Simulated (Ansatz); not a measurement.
**InH2F (SMILES [F][InH2]): the energy, rung by rung**

InH2F: 4 atoms, total charge 0, spin state singlet. SMILES: `[F][InH2]`. The coordinates come from a PBE0-D4/def2-TZVP relaxation.

```
atom    x (Å)    y (Å)    z (Å)
   F  -1.6318  -0.6294   0.1886
  In   0.1944   0.0523  -0.0263
   H   1.3043  -0.9651   0.7679
   H   0.1886   1.4819  -0.9504
```

Quantity: the energy change with the F1–In2 bond stretched from 1.961 to 2.942 Å, in eV. The values are calculated.

| level | kind | program | value (eV) | CPU time (all runs) |
| --- | --- | --- | --- | --- |
| HF/STO-3G (restricted) | Hartree–Fock | Ansatz | 5.28 | 0.8 s |
| SVWN5/STO-3G (restricted) | LDA | Ansatz | 4.35 | 2.2 s |
| revPBE/STO-3G (restricted) | GGA | Ansatz | 3.92 | 3.3 s |
| B3LYP/STO-3G (restricted) | global hybrid | Ansatz | 4.36 | 3.2 s |
| CAM-B3LYP/STO-3G (restricted) | range-separated hybrid | Ansatz | 4.67 | 3.7 s |
| wB97M-V/STO-3G (restricted) | range-separated hybrid | Ansatz | 4.69 | 37 s |
| B2PLYP/STO-3G (restricted) | double hybrid | Ansatz | 4.35 | 4.2 s |
| RPA@PBE/STO-3G (restricted) | RPA | Ansatz | 3.53 | 4.9 s |
| MP2/STO-3G (restricted) | perturbation theory | Ansatz | 4.35 | 1.1 s |
| CCSDT(Q)/STO-3G (restricted) | coupled cluster or CI | Ansatz | 3.30 | 1.7 s |

All-electron rows without a relativistic Hamiltonian named are non-relativistic. The first shape isn't each level's own minimum. The values span 3.30 to 5.28 eV. All rows use very small basis sets, so none should be taken for the real molecule's value. In the correlated wave-function rows the outer d shell of In is correlated, in sets not made for it. In so small a basis fixed costs decide the times, and correlated methods can beat functionals. CPU times are rough (shared hosts, several kinds of processor and program).

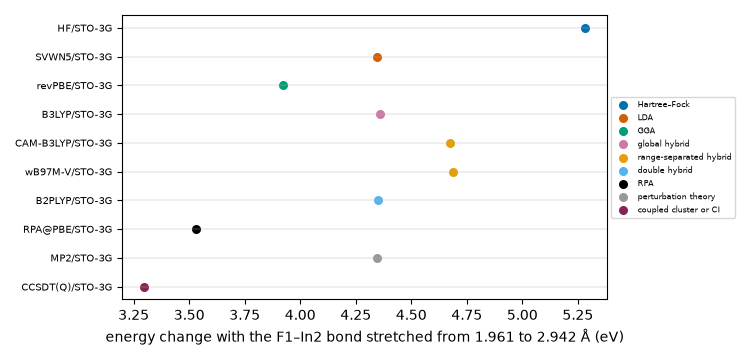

The values of the table, level by level.
